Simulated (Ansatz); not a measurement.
The starting structures come from a database of crystals and need not be the phases stable at ambient conditions.

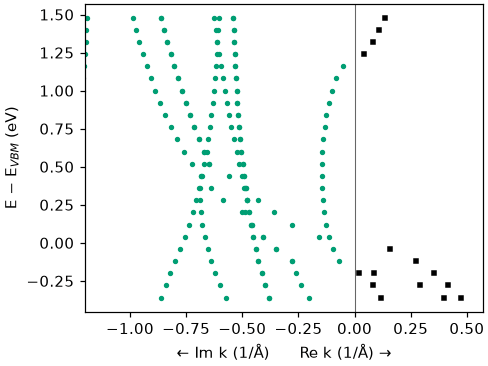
*Complex bands at the centre of the two-dimensional zone; r2SCAN (Ansatz, a quantum-chemistry and plane-wave program)*

The gap is the functional's own. No spin-orbit coupling. Mid-gap values are interpolated on the energy grid.

Task: This is ZnO (P4_2/mnm, not sure to be the ambient phase, 8 atoms a cell, 12.4 Å³ an atom) along the normal of (110). Read off the slowest decay at the centre of the two-dimensional zone at 0.60 eV, the computed energy nearest the middle of the gap.

Result: κ ≈ 0.14 1/Å, a decay length 1/(2κ) of the density of 3.5 Å.
